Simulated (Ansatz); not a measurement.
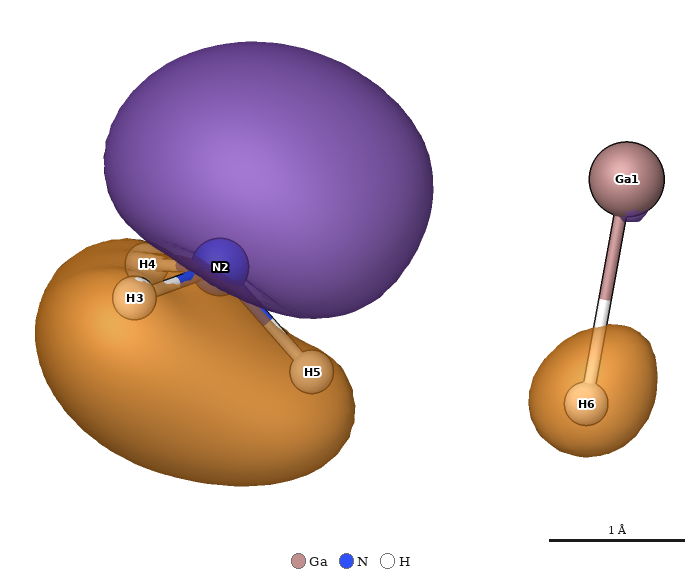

GaH···NH₃. The HOMO−1 at ±0.1 Å⁻³ᐟ² (orange and purple are the two phases), seen across its widest extent.

Not at a stationary point (largest force 1.0 eV/Å).

Method: RKS PBE0/def2-SVP (Ansatz 0.2.0).

```
atom    x (Å)    y (Å)    z (Å)
  Ga  -0.3330  -1.0737  -0.8813
   N   1.2892  -0.1432   1.6088
   H   0.9058  -0.0460   2.5465
   H   2.2825   0.0722   1.6575
   H   0.8381   0.5814   1.0169
   H  -0.4192   0.6093  -0.6257
```

Question: Where does this orbital lie, and at what energy?

Answer: Its weight (Hirshfeld) is mainly on N2 (about 75 %); largely a lone pair of N2. Its energy is −7.82 eV.
